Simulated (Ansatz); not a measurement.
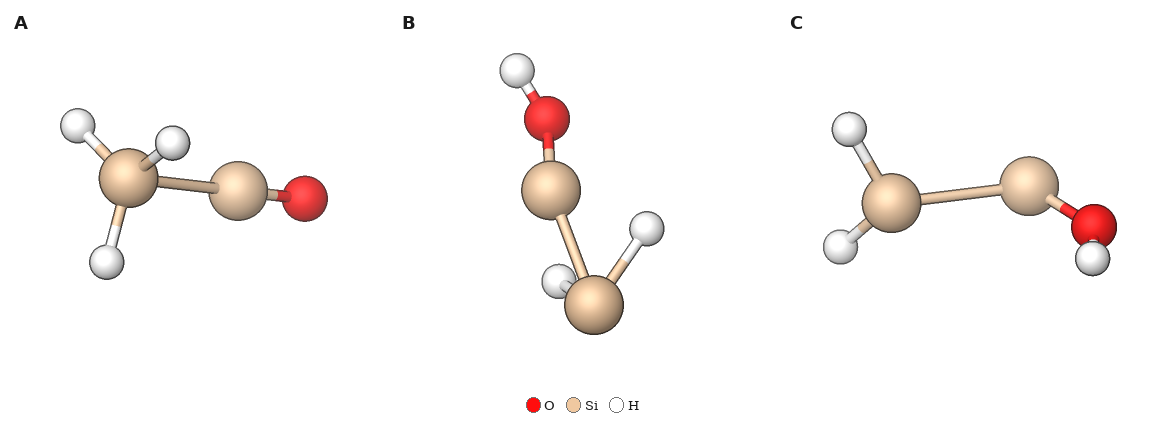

3 stationary structures of one formula. The species has charge +1 and is a spin singlet. Geometries: PBE0-D4/def2-TZVP. Electronic energies: RHF-CCSD(T) (frozen core)/def2-TZVPP (Ansatz 0.2.0), without zero-point energy. No frequency run is at hand to confirm each as a minimum.

> Which is lowest in energy, and by how much?

B is lowest (Cs); A lies 5.3 kcal/mol above it (C3v), C lies 5.9 kcal/mol above it (Cs).
